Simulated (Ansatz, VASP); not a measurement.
# Cross-check of KF (Carobbiite) between VASP and Ansatz, part 2 of 2

Aim: how closely do two programs agree when they are given the same cell, functional and k mesh? The cell is taken from a series of VASP runs on this material, whose earlier steps may have relaxed, scaled or displaced it; both programs get it as it stands. Valence electrons are named where the data sets of a main pair hold unlike numbers.

VASP 6.6.1 and Ansatz 0.2.0.

So far. Step 3 (VASP: band structure, PBE): The run ends at a pressure of 0.52 GPa.

## Step 6: VASP: band structure, LDA

Level of this step: LDA; plane waves and PAW (K_sv, F) (VASP).

The same cell, functional (in two slightly different forms), mesh and smearing now go to VASP, with its own data sets.

INCAR

```
SYSTEM = KF
PREC = Accurate
ENCUT = 460
EDIFF = 1E-06
NELM = 100
ISMEAR = 0
SIGMA = 0.03
LREAL = .FALSE.
ALGO = Normal
GGA = CA
NBANDS = 20
LORBIT = 11
LWAVE = .FALSE.
LCHARG = .FALSE.
KPAR = 4
LASPH = .TRUE.
```

POSCAR

```
KF
1.0
    0.0000000000      2.5859887331      2.5859887331
    2.5859887331      0.0000000000      2.5859887331
    2.5859887331      2.5859887331      0.0000000000
K F
1 1
Direct
    0.0000000000      0.0000000000      0.0000000000
    0.5000000000      0.5000000000      0.5000000000
```

KPOINTS

```
Automatic mesh
0
Gamma
8 8 8
0 0 0
```

KPOINTS_OPT

```
Line mode
10
Line-mode
Reciprocal
  0.00000000   0.00000000   0.00000000 GAMMA
  0.50000000   0.00000000   0.50000000 X

  0.50000000   0.00000000   0.50000000 X
  0.50000000   0.25000000   0.75000000 W

  0.50000000   0.25000000   0.75000000 W
  0.37500000   0.37500000   0.75000000 K

  0.37500000   0.37500000   0.75000000 K
  0.00000000   0.00000000   0.00000000 GAMMA

  0.00000000   0.00000000   0.00000000 GAMMA
  0.50000000   0.50000000   0.50000000 L

  0.50000000   0.50000000   0.50000000 L
  0.62500000   0.25000000   0.62500000 U

  0.62500000   0.25000000   0.62500000 U
  0.50000000   0.25000000   0.75000000 W

  0.50000000   0.25000000   0.75000000 W
  0.50000000   0.50000000   0.50000000 L

  0.50000000   0.50000000   0.50000000 L
  0.37500000   0.37500000   0.75000000 K

  0.62500000   0.25000000   0.62500000 U
  0.50000000   0.00000000   0.50000000 X
```

PAW data sets: K_sv and F (LDA family, release 64).

Command:

```sh
mpirun -np 4 vasp_std
```

Numbers of over 12 decimals in the logs are rounded to 6 here.

What it wrote:

```text
[banner, memory and clock lines left out]
running    4 mpi-ranks, on    1 nodes
[...]
LDA part: xc-table for (Slater(with rela. corr.)+CA(PZ))
 , standard interpolation
 POSCAR, INCAR and KPOINTS ok, starting setup
[...]
entering main loop
       N       E                     dE             d eps       ncg     rms          rms(c)
DAV:   1     0.105400815702E+03    0.10540E+03   -0.72484E+03  1176   0.713E+02
DAV:   2    -0.659502540680E+01   -0.11200E+03   -0.10127E+03  1404   0.227E+02
DAV:   3    -0.101555317775E+02   -0.35605E+01   -0.35364E+01  1508   0.362E+01
DAV:   4    -0.102493046951E+02   -0.93773E-01   -0.93732E-01  1548   0.573E+00
[...]
DAV:  11    -0.907583144809E+01    0.39027E-06   -0.22436E-05  1404   0.643E-02    0.194E-02
DAV:  12    -0.907583027983E+01    0.11683E-05   -0.62839E-06  1440   0.263E-02    0.276E-03
DAV:  13    -0.907583037884E+01   -0.99014E-07   -0.54993E-07  1236   0.531E-03
   1 F= -.90758304E+01 E0= -.90758304E+01  d E =-.241367E-36
 Start KPOINTS_OPT (optional k-point list driver)
k-point batch [1-29\100]
       N       E                     dE             ncg
DAV:   1    -0.202343195111E+04   -0.17147E+05     1160
DAV:   2    -0.539433690669E+04   -0.33709E+04     1340
DAV:   3    -0.550889629824E+04   -0.11456E+03     1632
DAV:   4    -0.551158835834E+04   -0.26921E+01     1468
DAV:   5    -0.551162584160E+04   -0.37483E-01     1628
DAV:   6    -0.551162628410E+04   -0.44250E-03     1436
DAV:   7    -0.551162630286E+04   -0.18757E-04     1412
DAV:   8    -0.551162630410E+04   -0.12384E-05      948
DAV:   9    -0.551162630415E+04   -0.51728E-07      944
[...]
k-point batch [88-100\100]
       N       E                     dE             ncg
DAV:   1     0.794407757446E+04   -0.87964E+04      520
DAV:   2     0.643845739731E+04   -0.15056E+04      620
DAV:   3     0.639010609938E+04   -0.48351E+02      696
DAV:   4     0.638868846196E+04   -0.14176E+01      676
DAV:   5     0.638866026532E+04   -0.28197E-01      692
DAV:   6     0.638865930655E+04   -0.95877E-03      668
DAV:   7     0.638865924801E+04   -0.58540E-04      608
DAV:   8     0.638865924415E+04   -0.38670E-05      408
DAV:   9     0.638865924390E+04   -0.24536E-06      380
```

OUTCAR, selected parts (step 6):

```text
  Total       -0.1952575     -0.1952575     -0.1952575     -0.0000000      0.0000000      0.0000000
  in kB       -9.0449985     -9.0449985     -9.0449985     -0.0000000      0.0000000      0.0000000
  external PRESSURE =      -9.0449985 kB  Pullay stress =       0.0000000 kB

 POSITION                                       TOTAL-FORCE (eV/Angst)
 -----------------------------------------------------------------------------------
      0.00000      0.00000      0.00000        -0.000000      0.000000      0.000000
      2.58599      2.58599      2.58599         0.000000     -0.000000     -0.000000
 -----------------------------------------------------------------------------------
    total drift:                                0.000000      0.000000      0.000000

  FREE ENERGIE OF THE ION-ELECTRON SYSTEM (eV)
  ---------------------------------------------------
  free  energy   TOTEN  =        -9.0758303788 eV

  energy  without entropy=       -9.0758303788  energy(sigma->0) =       -9.07583038

[... 1 part as in an earlier step ...]

[... 2 further parts left out ...]
[key lines of the parts left out:]
E-fermi :  -2.6857
```

The run ends at a pressure of -0.90 GPa.

## Step 7: Differences

What differs besides the data sets and the points named for the pairs above, as far as they apply: the two LDA forms differ slightly; VASP's log shows a relativistic correction to its local exchange, Ansatz's none. Total energies have different zeros and are not compared.

Both answers:

| quantity | Ansatz | VASP | difference |
| --- | --- | --- | --- |
| pressure (GPa) | -0.25 | -0.90 | +0.66 |
| pressure without Ansatz's Pulay correction (GPa) | -0.73 | -0.90 | +0.17 |
| gap over the path points (eV) | 6.335 | 6.319 | +0.015 |

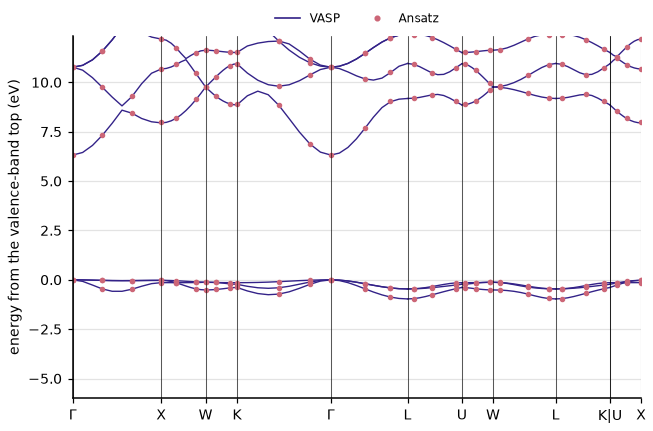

Bands from VASP (lines) and levels from Ansatz (dots). Dots without a line are higher empty bands that the VASP plot leaves out.

Levels at points of the path, from each program's valence-band top (eV; 4 filled, then empty):

| k (reciprocal lattice) | Ansatz | VASP |
| --- | --- | --- |
| 0.000 0.000 0.000 | -8.77 0.00 0.00 0.00 6.33 10.78 10.78 | -8.77 0.00 0.00 0.00 6.32 10.77 10.77 |
| 0.167 0.000 0.167 | -8.82 -0.46 -0.03 -0.03 7.33 9.77 11.58 | -8.82 -0.46 -0.03 -0.03 7.32 9.75 11.58 |
| 0.333 0.000 0.333 | -9.00 -0.47 -0.04 -0.04 8.47 9.29 12.78 | -9.00 -0.48 -0.04 -0.04 8.44 9.28 12.80 |
| 0.500 0.000 0.500 | -9.08 -0.14 -0.03 -0.03 7.97 10.70 12.18 | -9.08 -0.14 -0.03 -0.03 7.95 10.68 12.19 |
| 0.500 0.083 0.583 | -9.03 -0.15 -0.14 -0.04 8.21 10.91 11.74 | -9.03 -0.15 -0.14 -0.05 8.18 10.90 11.75 |
| 0.500 0.194 0.694 | -8.90 -0.45 -0.14 -0.10 9.14 10.47 11.51 | -8.90 -0.46 -0.14 -0.10 9.12 10.46 11.50 |
| 0.500 0.250 0.750 | -8.87 -0.51 -0.12 -0.12 9.78 9.78 11.63 | -8.87 -0.51 -0.12 -0.12 9.76 9.76 11.63 |
| 0.458 0.292 0.750 | -8.89 -0.49 -0.13 -0.13 9.31 10.29 11.60 | -8.89 -0.49 -0.14 -0.14 9.29 10.29 11.59 |
| 0.403 0.347 0.750 | -8.96 -0.41 -0.20 -0.14 8.93 10.85 11.53 | -8.96 -0.41 -0.21 -0.14 8.91 10.85 11.52 |
| 0.375 0.375 0.750 | -8.98 -0.39 -0.23 -0.14 8.88 10.94 11.52 | -8.98 -0.39 -0.23 -0.14 8.86 10.94 11.51 |

Among the levels compared at these points, filled levels agree within 5 meV and empty ones within 28 meV. Ansatz's pressure holds a Pulay correction of 0.49 GPa; VASP's holds none.

## Step 8: VASP: single point, LDA

With cell and atoms fixed, the geometry can't cause a difference; cores, projectors, grids and the points listed under the comparison can. The cell compared in this pair holds 38.22 Å³, against 34.59 Å³ for the pair before.

INCAR

```
SYSTEM = KF
PREC = Accurate
ENCUT = 520
EDIFF = 1E-08
NELM = 100
ISMEAR = 0
SIGMA = 0.01
LREAL = .FALSE.
ALGO = Normal
GGA = CA
NBANDS = 14
LORBIT = 11
LWAVE = .TRUE.
LCHARG = .FALSE.
KPAR = 4
```

POSCAR

```
KF
1.0
    0.0000000000      2.6735000000      2.6735000000
    2.6735000000      0.0000000000      2.6735000000
    2.6735000000      2.6735000000      0.0000000000
K F
1 1
Direct
    0.0000000000      0.0000000000      0.0000000000
    0.5000000000      0.5000000000      0.5000000000
```

KPOINTS

```
Automatic mesh
0
Gamma
4 4 4
0 0 0
```

The projector-augmented-wave data sets are K_sv_GW and F_GW (LDA family, release 64).

Command:

```sh
mpirun -np 4 vasp_std
```

What it wrote:

```text
[... set-up lines as in an earlier step ...]
 entering main loop
       N       E                     dE             d eps       ncg     rms          rms(c)
DAV:   1     0.194214500532E+03    0.19421E+03   -0.68748E+03   224   0.109E+03
DAV:   2     0.246995759210E+01   -0.19174E+03   -0.17699E+03   340   0.344E+02
DAV:   3    -0.127295498854E+02   -0.15200E+02   -0.15004E+02   360   0.120E+02
DAV:   4    -0.130792418668E+02   -0.34969E+00   -0.34950E+00   272   0.195E+01
[...]
DAV:  12    -0.115740223004E+02    0.26470E-04   -0.73224E-05   352   0.878E-02    0.866E-03
DAV:  13    -0.115740221354E+02    0.16493E-06   -0.17974E-06   272   0.129E-02    0.354E-03
DAV:  14    -0.115740221358E+02   -0.38904E-09   -0.40846E-08   324   0.178E-03
   1 F= -.11574022E+02 E0= -.11574022E+02  d E =-.850223-101
 writing wavefunctions
```

Parts of OUTCAR (step 8):

```text
  Total       -1.2396952     -1.2396952     -1.2396952     -0.0000000     -0.0000000      0.0000000
  in kB      -51.9702655    -51.9702655    -51.9702655     -0.0000000     -0.0000000      0.0000000
  external PRESSURE =     -51.9702655 kB  Pullay stress =       0.0000000 kB

 POSITION                                       TOTAL-FORCE (eV/Angst)
 -----------------------------------------------------------------------------------
      0.00000      0.00000      0.00000        -0.000000      0.000000     -0.000000
      2.67350      2.67350      2.67350         0.000000     -0.000000      0.000000
 -----------------------------------------------------------------------------------
    total drift:                                0.000000      0.000000      0.000000

  FREE ENERGIE OF THE ION-ELECTRON SYSTEM (eV)
  ---------------------------------------------------
  free  energy   TOTEN  =       -11.5740221358 eV

  energy  without entropy=      -11.5740221358  energy(sigma->0) =      -11.57402214

[... 3 further parts left out ...]
[key lines of the parts left out:]
E-fermi :  -0.7567
```

The gap is read on the k-mesh alone, so it is an upper bound where the band edges lie off the mesh.

## Step 9: Ansatz: single point, LDA

The same cell, functional (in two slightly different forms), mesh and smearing now go to Ansatz, which takes its cutoff from its data sets.

The cell is taken from a series of VASP runs on this material, whose earlier steps may have relaxed, scaled or displaced it; both programs get it as it stands.

input.yaml

```yaml
crystal:
  lattice:
    - [0.0, 2.6735, 2.6735]
    - [2.6735, 0.0, 2.6735]
    - [2.6735, 2.6735, 0.0]
  atoms:
    - { symbol: K, position: [0.0, 0.0, 0.0] }
    - { symbol: F, position: [0.5, 0.5, 0.5] }
hamiltonian:
  xc: lda
  pseudopotentials: { kind: paw }
kpoints:
  mp_grid: { grid: [4, 4, 4] }
scf:
  occupations: { method: gaussian, width: 0.01 }
  n_extra_bands: 4
output:
  forces: true
  stress: true
  eigenvalues: true
```

Command:

```sh
ansatz run input.yaml --threads 2 --pin off --max-ram 4608MiB --backend cpu --events-out ev --progress --plain --runs-dir out
```

What it wrote:

```text
[...]
Crystal: 2 atoms, lattice volume = 38.218 Å³
Basis set: ecut = 420 eV, 725 PW (Γ)
Bands: 12, of which v1, the nominal top of the filled ones, is band 8 counted from 1 (7 counted from 0)
Symmetry: 48 space group operations
[...]
k-points: 8 of 64
[...]
--- Band table (eV; the first three rows and the last of 8) ---
  k-point 0: bands = [... 4 lower, -8.1129, 0.9955, 0.9955, 0.9955, 6.7937, 11.5194, 11.5194, 11.5194]
  k-point 1: bands = [... 4 lower, -8.1324, 0.5287, 0.8095, 0.8095, 8.3245, 10.8421, 12.2595, 12.2595]
  k-point 2: bands = [... 4 lower, -8.1515, 0.1561, 0.6319, 0.6319, 9.7812, 11.2018, 12.9365, 12.9365]
  k-point 7: bands = [... 4 lower, -8.2045, 0.5719, 0.8287, 0.8287, 10.4452, 10.4452, 12.0497, 14.1953]
[key lines of the parts left out:]
SCF converged after 6 iterations
Free energy (F): -2292.731732 eV
Fermi energy:    3.894613 eV
P = ⅓ Tr σ = -3.5419 GPa (-35.419 kbar)
```

Elapsed: 0.37 s, on 2 threads of Intel Xeon at 2.60GHz (Ice Lake), shared host; peak memory 0.31 GiB.

The run ends at a pressure of -3.54 GPa.

## Step 10: Side by side

What differs besides the data sets and the points named for the pairs above, as far as they apply: the cutoff is 420 eV in Ansatz and 520 eV in VASP. Total energies have different zeros and are not compared.

Compared:

| quantity | Ansatz | VASP | difference |
| --- | --- | --- | --- |
| gap on the k mesh (eV) | 5.798 | 5.795 | +0.003 |

Not compared: the pressure (VASP's GW data sets at this cutoff don't carry it). A gap on the mesh is an upper bound, since the band edges may lie between its points.

## Step 11: Other set-ups

Further runs change the set-up of one program: Ansatz's method, potentials or start, or VASP's data sets, cutoff or form of LDA. The table gives that difference for each run.

| run | gap on the k mesh (eV) |
| --- | --- |
| as above | 0.0034 |
| cores kept as stored | 0.0037 |
| Ansatz's all-electron LAPW method | -0.0033 |
| Ansatz's larger PAW set (cutoff 1300 eV) | -0.0037 |
| norm-conserving potentials (cutoff 1143 eV) | 0.016 |

## Step 12: What came out

```
largest difference of a filled level at the path points (band structure, PBE) : 2 meV
difference in pressure (band structure, PBE)                                  : 0.80 GPa
largest difference of a filled level at the path points (band structure, LDA) : 4.6 meV
difference in pressure (band structure, LDA)                                  : 0.66 GPa
difference in gap on the k mesh (single point, LDA)                           : 0.0034 eV
```

The difference in pressure is 0.80 GPa (band structure, PBE), within the 1 GPa picked in this series as the mark of a large difference. VASP's data sets differ among the pairs, so a change from pair to pair isn't the functional's or the coupling's alone. Single point, LDA, Ansatz's all-electron LAPW method: the difference in gap on the k mesh goes from 0.0034 to -0.0033 eV. Single point, LDA, Ansatz's larger PAW set (cutoff 1300 eV): the difference in gap on the k mesh goes from 0.0034 to -0.0037 eV. Single point, LDA, norm-conserving potentials (cutoff 1143 eV): the difference in gap on the k mesh goes from 0.0034 to 0.016 eV. 2 further runs of this series are not shown here. Such differences can come from data sets, numerical settings and the points named under the comparisons, not from the functional's error against experiment.

[Lines on the potential files, build, host, timing and source positions are cut from VASP's logs without a mark.]

[Logs are printed without paths, hosts, clocks, repeated set-up lines and the standing remarks that a program may print on its own settings, such as how far it seeks lower states.]

[Hosts, paths, dates, database ids (printed as entryN), source tags and the programs' standing remarks are cut or masked in the printed files.]
